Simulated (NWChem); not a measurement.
**One shape, several levels: CH2ClN (SMILES [H]/N=C/Cl)**

Aim: a comparison of 5 runs (TDA-SVWN5/6-31++G**, TDA-SVWN5/6-31+G*, TDA-SVWN5/6-311+G**, TDA-SVWN5/6-31G*, TDA-SVWN5/6-311++G(2d,2p)) of CH2ClN. 

The calculation is run with NWChem 7.3.0.

### 1 The molecule

The species is CH2ClN (5 atoms), meant as a singlet with charge 0. As SMILES, `[H]/N=C/Cl`. Geometry: relaxed at PBE0-D4/def2-TZVP.

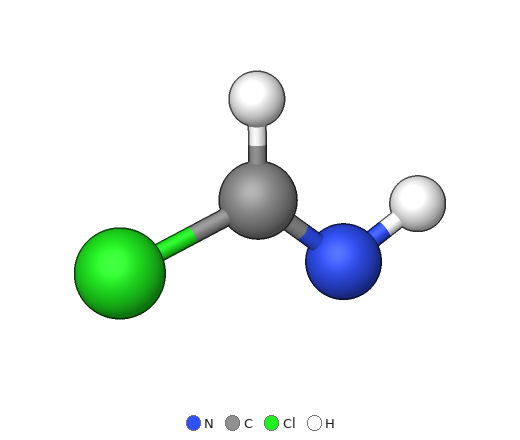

Viewed from a chosen angle; nitrogen blue, carbon grey, chlorine green, hydrogen white.

### 2 The vertical excitations at TDA-SVWN5/6-31++G(d,p) (spherical functions) (run 1)

nw.nw

```
start nw
title "CH2ClN SVWN5"
memory total 2200 mb
geometry units angstroms noautosym nocenter noautoz
N     -0.754800    -0.588400    -0.272200
C      0.240900     0.066200     0.096600
Cl     1.513100    -0.680300     0.999000
H     -1.400600     0.006400    -0.789200
H      0.451300     1.122600    -0.075600
end
basis spherical bse
N library 6-31++G**
C library 6-31++G**
Cl library 6-31++G**
H library 6-31++G**
end
dft
xc slater vwn_5
grid fine
convergence energy 1e-08
maxiter 100
mulliken
print low
end
tddft
cis
nroots 4
notriplet
end
task tddft energy
```

On the command line:

```sh
$ nwchem nw.nw > nw.out
```

Standard output:

```text
[...]
 d= 0,ls=0.0,diis     1   -551.8344499275 -6.42D+02  3.08D-02  9.31D-01     1.3
[...]
 d= 0,ls=0.0,diis    11   -551.9281136344 -1.13D-09  4.55D-07  8.91D-10     8.9
         Total DFT energy =     -551.928113634413
      One electron energy =     -939.891827205302
           Coulomb energy =      337.035978976344
    Exchange-Corr. energy =      -38.957248149895
 Nuclear repulsion energy =       89.884982744441
[...]
         Spin multiplicity :       1
[...]
              XC Information
              --------------
                 Slater Exchange Functional   1.00 local
               VWN V Correlation Functional   1.00 local
[...]
         Wavefunction type : Restricted singlets
          No. of electrons :      32
[...]
  Root   1 singlet a              0.204458865 a.u.                5.5636 eV
[...]
     Dipole Oscillator Strength                    0.0062672328
[...]
     Total Oscillator Strength                     0.0062700721
[...]
  Root   2 singlet a              0.218638401 a.u.                5.9495 eV
[...]
  Root   3 singlet a              0.238659702 a.u.                6.4943 eV
[...]
     Dipole Oscillator Strength                    0.0235341811
[...]
     Total Oscillator Strength                     0.0235348772
[...]
  Root   4 singlet a              0.240395250 a.u.                6.5415 eV
[...]
     Dipole Oscillator Strength                    0.0133460018
[...]
     Total Oscillator Strength                     0.0133462747
[...]
```

Run time: 42 s. Hardware: 1 thread of AMD EPYC 7R43 (Zen 3), shared host; peak memory 0.1 GiB.

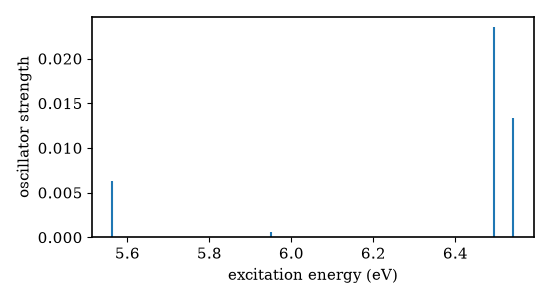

Vertical excitations as sticks.

The roots found:

```
excited state  energy (eV)  strength      label
            1        5.564    0.0063  singlet a
            2        5.949    0.0006  singlet a
            3        6.494    0.0235  singlet a
            4        6.541    0.0133  singlet a
```

### 3 The vertical excitations at TDA-SVWN5/6-31+G(d) (spherical functions) (run 2)

ch2cln.nw

```
start ch2cln
title "CH2ClN"
memory stack 880 mb heap 220 mb global 1100 mb

geometry noautosym nocenter noautoz
N     -0.754800    -0.588400    -0.272200
C      0.240900     0.066200     0.096600
Cl     1.513100    -0.680300     0.999000
H     -1.400600     0.006400    -0.789200
H      0.451300     1.122600    -0.075600
end

basis spherical bse
* library 6-31+G*
end

dft
xc slater vwn_5
grid fine
convergence energy 1e-08
maxiter 100
mulliken
print low
end

tddft
cis
nroots 4
notriplet
end

task tddft energy
```

On the command line:

```sh
$ nwchem ch2cln.nw > ch2cln.out
```

Standard output:

```text
[...]
 d= 0,ls=0.0,diis     1   -551.8289628230 -6.42D+02  3.27D-02  9.21D-01     1.1
[...]
 d= 0,ls=0.0,diis    11   -551.9231238243 -1.05D-09  4.73D-07  7.31D-10     7.4
         Total DFT energy =     -551.923123824338
      One electron energy =     -939.887925896379
           Coulomb energy =      337.036946051645
    Exchange-Corr. energy =      -38.957126724044
 Nuclear repulsion energy =       89.884982744441
[...]
         Spin multiplicity :       1
[...]
              XC Information
              --------------
                 Slater Exchange Functional   1.00 local
               VWN V Correlation Functional   1.00 local
[...]
         Wavefunction type : Restricted singlets
          No. of electrons :      32
[...]
  Root   1 singlet a              0.205622789 a.u.                5.5953 eV
[...]
     Dipole Oscillator Strength                    0.0066072779
[...]
     Total Oscillator Strength                     0.0066101266
[...]
  Root   2 singlet a              0.219685703 a.u.                5.9780 eV
[...]
  Root   3 singlet a              0.240715907 a.u.                6.5502 eV
[...]
     Dipole Oscillator Strength                    0.0349040399
[...]
     Total Oscillator Strength                     0.0349041613
[...]
  Root   4 singlet a              0.247092846 a.u.                6.7237 eV
[...]
     Dipole Oscillator Strength                    0.0022552758
[...]
     Total Oscillator Strength                     0.0022564218
[...]
```

It took 31 s on 1 thread of AMD EPYC 7R43 (Zen 3), shared host; peak memory 0.11 GiB.

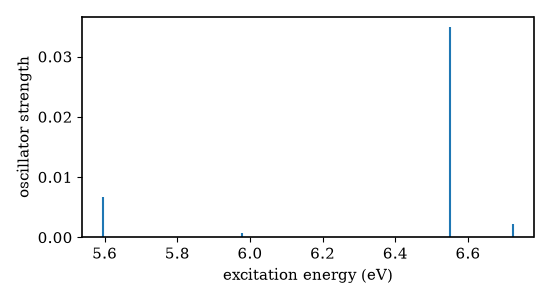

Vertical excitations as sticks.

The roots found:

```
excited state  energy (eV)  strength      label
            1        5.595    0.0066  singlet a
            2        5.978    0.0006  singlet a
            3        6.550    0.0349  singlet a
            4        6.724    0.0023  singlet a
```

Runs 3 to 4 aren't shown in full; the table further down has their settings and results.

### 4 The vertical excitations at TDA-SVWN5/6-311++G(2d,2p) (run 5)

ch2cln.xyz

```xyz
5

N     -0.754800    -0.588400    -0.272200
C      0.240900     0.066200     0.096600
Cl     1.513100    -0.680300     0.999000
H     -1.400600     0.006400    -0.789200
H      0.451300     1.122600    -0.075600
```

ch2cln.nw

```
start ch2cln
memory total 2200 mb
geometry noautosym nocenter noautoz
 load format xyz ch2cln.xyz
end
basis "ao basis" spherical bse
 N library "6-311++G(2d,2p)"
 C library "6-311++G(2d,2p)"
 Cl library "6-311++G(2d,2p)"
 H library "6-311++G(2d,2p)"
end
dft
 xc slater vwn_5
 grid fine
 convergence energy 1e-08
 maxiter 100
 mulliken
 noprint "final vectors analysis"
end
tddft
 cis
 nroots 4
 notriplet
end
task tddft energy
```

On the command line:

```sh
$ nwchem ch2cln.nw > ch2cln.out
```

Standard output:

```text
[...]
          Wavefunction type:  closed shell.
          No. of atoms     :     5
          No. of electrons :    32
[...]
          Charge           :     0
          Spin multiplicity:     1
[...]
          AO basis - number of functions:   109
[...]
              XC Information
              --------------
                        Slater Exchange Functional  1.000 local
                      VWN V Correlation Functional  1.000 local
[...]
 d= 0,ls=0.0,diis     1   -551.8925950246 -6.42D+02  1.52D-02  3.93D+00     2.7
[...]
 d= 0,ls=0.0,diis    12   -552.0010147523 -5.13D-10  9.88D-08  1.04D-10    21.8
         Total DFT energy =     -552.001014752254
      One electron energy =     -939.920434105422
           Coulomb energy =      336.937605888719
    Exchange-Corr. energy =      -38.903169279992
 Nuclear repulsion energy =       89.884982744441
[...]
  Root   1 singlet a              0.201553741 a.u.                5.4846 eV
[...]
     Dipole Oscillator Strength                    0.0044723781
[...]
     Total Oscillator Strength                     0.0044750897
[...]
  Root   2 singlet a              0.216204019 a.u.                5.8832 eV
[...]
  Root   3 singlet a              0.237720129 a.u.                6.4687 eV
[...]
     Dipole Oscillator Strength                    0.0339088081
[...]
     Total Oscillator Strength                     0.0339088891
[...]
  Root   4 singlet a              0.242816089 a.u.                6.6074 eV
[...]
     Dipole Oscillator Strength                    0.0026403206
[...]
     Total Oscillator Strength                     0.0026412875
[...]
```

Run time: 1.8 min. Hardware: 1 thread of AMD EPYC 7R43 (Zen 3), shared host; peak memory 0.11 GiB.

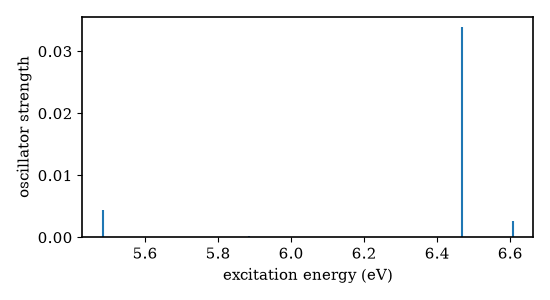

Vertical excitations as sticks.

The roots found:

| excited state | energy (eV) | strength | label |
| --- | --- | --- | --- |
| 1 | 5.485 | 0.0045 | singlet a |
| 2 | 5.883 | 0.0002 | singlet a |
| 3 | 6.469 | 0.0339 | singlet a |
| 4 | 6.607 | 0.0026 | singlet a |

### 5 All runs side by side

```
run                                      level  energy (Eh)  lowest excitation energy (eV)  wall time
  1  TDA-SVWN5/6-31++G** (spherical functions)  -551.928114                           5.56       42 s
  2    TDA-SVWN5/6-31+G* (spherical functions)  -551.923124                           5.60       31 s
  3                        TDA-SVWN5/6-311+G**  -551.994384                           5.53       59 s
  4     TDA-SVWN5/6-31G* (spherical functions)  -551.913971                           5.67       21 s
  5                  TDA-SVWN5/6-311++G(2d,2p)  -552.001015                           5.48    1.8 min
```

### 6 Outcome

| quantity | value |
| --- | --- |
| run 5: ground-state or mean-field energy | -552.00101 Eh |
| run 5: dipole moment (of the density that the program reports) | 2.50 D |
| run 5: lowest singlet excitation energy | 5.48 eV |

What this shows: Over the runs the total energy spans 2.369 eV. All runs together took 4.3 min, the longest 1.8 min.
